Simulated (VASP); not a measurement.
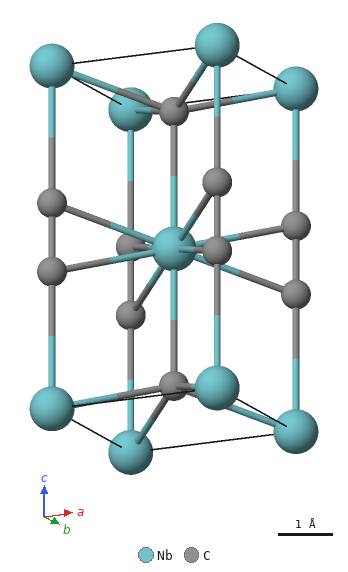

This is the input geometry for a relaxation of solid NbC2 (a generated structure, set up in I4/mmm). Style: ball-and-stick. Shown: the conventional cell (2 times the calculation's cell), from a free direction. Lengths and directions refer to the drawn axes.

The run lets cell and atoms move.

These are results of Kohn-Sham DFT of a periodic cell, PBE, VASP PAW PBE potentials, recommended (VASP 6.6.1), not measurements.

Input file:
```
ALGO     = Fast           # electronic algorithm
EDIFF    = 1E-4           # SCF threshold, eV
EDIFFG   = -0.08          # ionic threshold
ENCUT    = 520            # plane-wave cutoff, eV
GGA      = PE             # functional
IBRION   = 2              # ionic algorithm
ISIF     = 3              # what is computed and relaxed
ISMEAR   = 0              # smearing method
LASPH    = True           # aspherical terms in the spheres
LCHARG   = False          # write CHGCAR
LREAL    = False          # projectors in reciprocal space
LWAVE    = False          # write WAVECAR
NELM     = 60             # most SCF steps
NSW      = 24             # ionic steps
PREC     = Normal         # precision mode
SIGMA    = 0.15           # smearing width, eV
```

Launched with:
```bash
cat potpaw_PBE.64/Nb_sv/POTCAR potpaw_PBE.64/C/POTCAR > POTCAR
mpirun -np 1 vasp_std > vasp.out
```

The structure:
```
CELL_PARAMETERS angstrom
-1.72500 1.72500 3.35000
1.72500 -1.72500 3.35000
1.72500 1.72500 -3.35000
ATOMIC_POSITIONS crystal
Nb 0.00000 0.00000 0.00000
C 0.40000 0.40000 0.00000
C 0.60000 0.60000 0.00000
```

### Predict the outcome.

The largest moves relative to the cell, 0.093 Å, are those of C atoms. Nb stays in place. The drawn cell changes as follows: a = b 3.450 → 3.201 Å (−7.2 %), c 6.700 → 5.887 Å (−12.1 %); the volume changes by −24.4 %. Some distances before and after: C–Nb 2.680 → 2.261 Å, Nb–Nb 3.450 → 3.201 Å, C–Nb 2.530 → 2.364 Å, C–C 1.340 → 1.364 Å. Among the angles between lasting bonds that change: Nb–C–Nb 149.3° → 146.5°. The space group stays I4/mmm (No. 139). Over 12 geometry steps the energy falls by 1.429 eV per cell of the calculation. Largest force component: 1.2 eV/Å at the start, 0.041 eV/Å at the end. Pressure: −30.21 GPa at the start and −0.38 GPa at the end. The volume changes by over a tenth within one run on a fixed set of plane waves, so the end point should be relaxed again from the new cell. It ran on 1 thread of Intel(R) Xeon(R) 6975P-C (Granite Rapids), with other jobs on the host.

The end point in the same view:

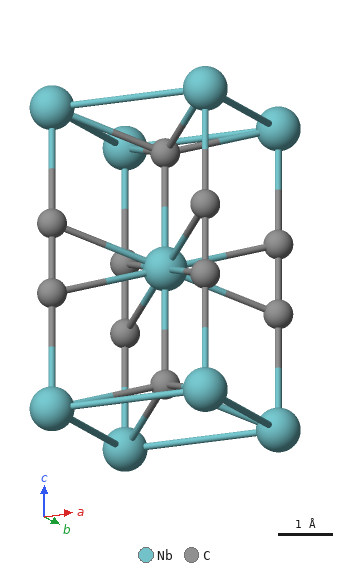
